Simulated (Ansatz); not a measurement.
C4H10BFO: several calculations on one system

Part 1: Relaxation

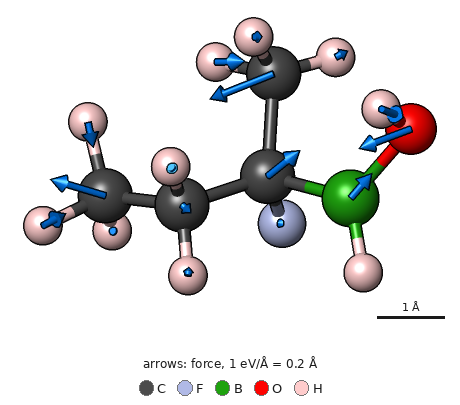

Starting geometry of C4H10BFO with the computed forces as blue arrows. Style: ball-and-stick. Shown at a tilt.

The run prepares an end point of a later path (torsion) calculation, from a guessed geometry.

The calculation used RHF/def2-SVP (Ansatz 0.2.0).

Input
```yaml
crystal:
  periodic: [false, false, false]
  atoms:
    - { symbol: C, position_ang: [-2.0319, 0.1301, -0.5843] }
    - { symbol: C, position_ang: [-0.9869, 0.2019, 0.47] }
    - { symbol: C, position_ang: [0.2755, -0.5313, 0.033] }
    - { symbol: C, position_ang: [1.0516, 0.1481, -1.1679] }
    - { symbol: F, position_ang: [0.0059, -1.8503, -0.3005] }
    - { symbol: B, position_ang: [1.3202, -0.5591, 1.2946] }
    - { symbol: O, position_ang: [2.6671, 0.0527, 1.2326] }
    - { symbol: H, position_ang: [-1.7526, 0.802, -1.4833] }
    - { symbol: H, position_ang: [-3.0096, 0.6227, -0.1334] }
    - { symbol: H, position_ang: [-2.2875, -0.8659, -0.8934] }
    - { symbol: H, position_ang: [-0.7645, 1.2657, 0.7396] }
    - { symbol: H, position_ang: [-1.3771, -0.2647, 1.4046] }
    - { symbol: H, position_ang: [0.2862, 0.075, -2.0803] }
    - { symbol: H, position_ang: [1.1442, 1.2258, -0.948] }
    - { symbol: H, position_ang: [1.9403, -0.3776, -1.3988] }
    - { symbol: H, position_ang: [0.9946, -1.0815, 2.3112] }
    - { symbol: H, position_ang: [2.5054, 1.006, 1.5445] }
basis:
  gaussian: { orbitals: def2-SVP }
hamiltonian:
  xc: hf
relax:
  f_tol: 0.015
  max_steps: 40
output:
  orbitals: {}
```

Run as
```bash
ansatz run input.yaml --threads 2 --pin off --max-ram 3072MiB --backend cpu --events-out ev --progress --plain --runs-dir out
```

**Is this structure relaxed? If not, where do the atoms go?**

It isn't relaxed: the largest force vector, on C4, is 5.43 eV/Å. The final displacements follow the starting forces only in part (cosine between the two patterns 0.34). The energy falls by 1.817 eV in 22 accepted moves (23 points after the start). The largest force component goes from 5.3 to 0.0022 eV/Å. The line search rejected the trial step at point 10 of the run. The largest move after the best rigid fit is that of O7, 1.02 Å. Largest moves by element: O 1.02 Å, H 0.88 Å, C 0.18 Å, B 0.14 Å, F 0.11 Å. Near-neighbour distances that change, for instance: B6–O7 1.481 → 1.344 Å, C4–H13 1.193 → 1.090 Å, C1–H9 1.184 → 1.091 Å, O7–H17 1.016 → 0.944 Å. Bond angles that change, for instance: B6–O7–H17 103.3° → 115.1°, H14–C4–H15 117.3° → 108.2°, C3–C4–H13 103.8° → 111.0°. Groups turn about B6–O7 by about 90°, C3–B6 by about 55°. Cost: 68 s on 2 threads of Arm Neoverse V2, on a shared host, peak memory 0.41 GiB.

Part 2: Relaxation

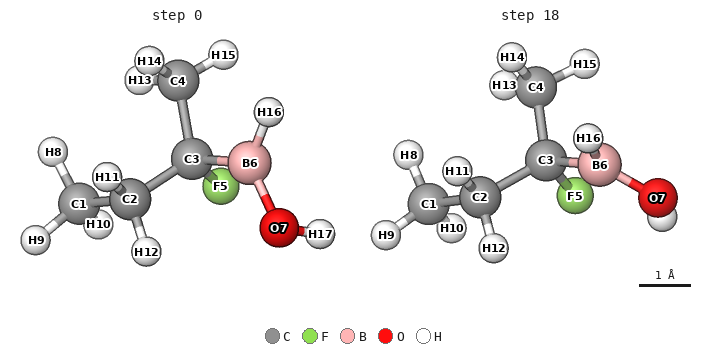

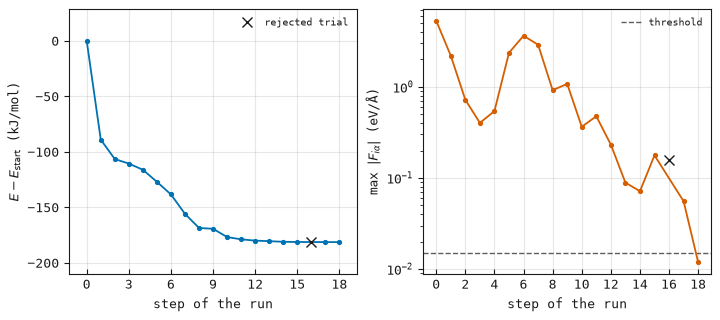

First and last geometry of a relaxation of C4H10BFO, with the history of the run. A ball-and-stick model, seen at a tilt.

The run prepares an end point of a later path (torsion) calculation, from a guessed geometry.

Method: RHF/def2-SVP (Ansatz 0.2.0).

Input file:
```yaml
crystal:
  periodic: [false, false, false]
  atoms:
    - { symbol: C, position_ang: [-2.0319, 0.1301, -0.5843] }
    - { symbol: C, position_ang: [-0.9869, 0.2019, 0.47] }
    - { symbol: C, position_ang: [0.2755, -0.5313, 0.033] }
    - { symbol: C, position_ang: [1.0516, 0.1481, -1.1679] }
    - { symbol: F, position_ang: [0.0059, -1.8503, -0.3005] }
    - { symbol: B, position_ang: [1.3202, -0.5591, 1.2946] }
    - { symbol: O, position_ang: [0.99463, -1.19808, 2.58997] }
    - { symbol: H, position_ang: [-1.7526, 0.802, -1.4833] }
    - { symbol: H, position_ang: [-3.0096, 0.6227, -0.1334] }
    - { symbol: H, position_ang: [-2.2875, -0.8659, -0.8934] }
    - { symbol: H, position_ang: [-0.7645, 1.2657, 0.7396] }
    - { symbol: H, position_ang: [-1.3771, -0.2647, 1.4046] }
    - { symbol: H, position_ang: [0.2862, 0.075, -2.0803] }
    - { symbol: H, position_ang: [1.1442, 1.2258, -0.948] }
    - { symbol: H, position_ang: [1.9403, -0.3776, -1.3988] }
    - { symbol: H, position_ang: [2.39078, -0.05652, 1.17765] }
    - { symbol: H, position_ang: [1.31052, -2.15548, 2.46428] }
basis:
  gaussian: { orbitals: def2-SVP }
hamiltonian:
  xc: hf
relax:
  f_tol: 0.015
  max_steps: 40
```

Run as
```bash
ansatz run input.yaml --threads 2 --pin off --max-ram 3072MiB --backend cpu --events-out ev --progress --plain --runs-dir out
```

### Did the run converge, and what did it change?

It converged. After 17 accepted moves (18 points after the start) the energy has fallen by 181.2 kJ/mol. The largest force component goes from 5.3 to 0.012 eV/Å. The line search rejected the trial step at point 16 of the run. The atom that moves furthest after the best rigid fit is H16 (1.11 Å). Largest moves by element: H 1.11 Å, O 0.90 Å, F 0.29 Å, B 0.19 Å, C 0.17 Å. Among the contacts that change: B6–O7 1.481 → 1.335 Å, C4–H13 1.193 → 1.090 Å, C1–H9 1.184 → 1.091 Å, O7–H17 1.016 → 0.948 Å. Bond angles that change, for instance: B6–O7–H17 103.3° → 112.6°, H14–C4–H15 117.3° → 108.1°, C3–C4–H13 103.8° → 111.3°. Groups turn about B6–O7 by about 90°, C3–B6 by about 60°.

Part 3: Path

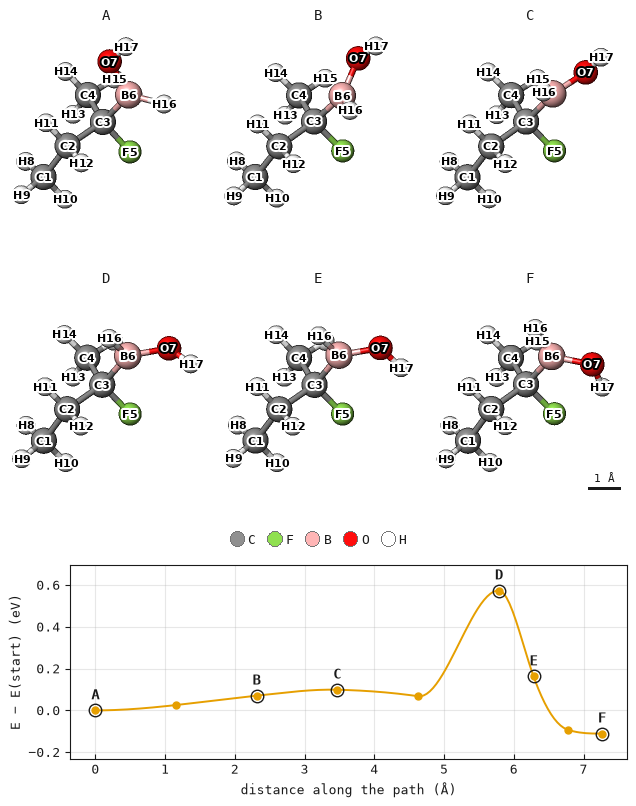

NEB run on C4H10BFO. Images are numbered from 0 (start) to 8 (end). Frames A to F are images 0, 2, 3, 5, 6, 8. A ball-and-stick model, seen from a free direction.

Method: Ansatz 0.2.0, RHF/def2-SVP. Settings: 7 movable images; climbing image; force threshold 0.05 eV/Å; iteration limit 60; starting path by image-dependent pair potential.

> Describe the mechanism and the energy profile.

The path has more than one stage, and so few images may leave a stage unresolved. No bond forms or breaks between the ends. Bond angles that change up to the highest image, for instance: B6–O7–H17 115.1° → 124.1°, C4–C3–B6 111.5° → 108.9°. Forward barrier 0.57 eV, backward barrier 0.68 eV, with image 5 at the top; the reaction energy is −0.11 eV. The profile has 2 maxima (images 3, 5) with a dip at image 4 (+0.07 eV), so the process runs in steps. The band converged in 31 iterations. The largest component of the band force went from 1.8 to 0.049 eV/Å. The climbing image converged on the top of the path. Its vibrational analysis gives one imaginary mode (776i cm⁻¹), as a transition state must have.
